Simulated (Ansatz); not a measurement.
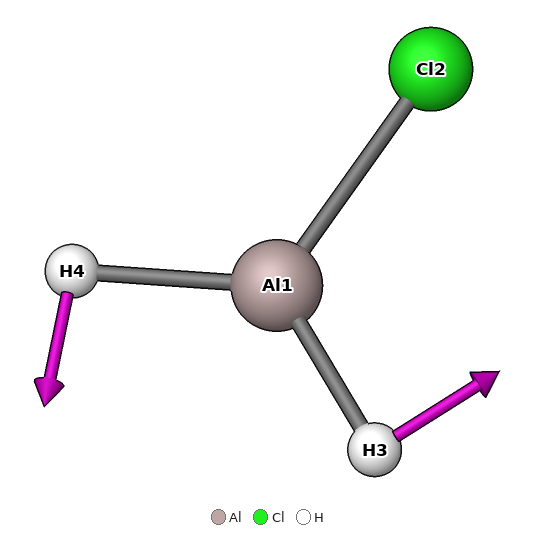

The arrows show one normal mode. Harmonic vibrations computed with RKS PBE0-D4/def2-TZVP (Ansatz 0.2.0) at a stationary point of the same level.

Q: What kind of motion is it?

A: Mostly Cl–Al–H bending.

Q: Estimate its harmonic wavenumber.

A: 509 cm⁻¹; it is mode 1 of 6 counted from the lowest.
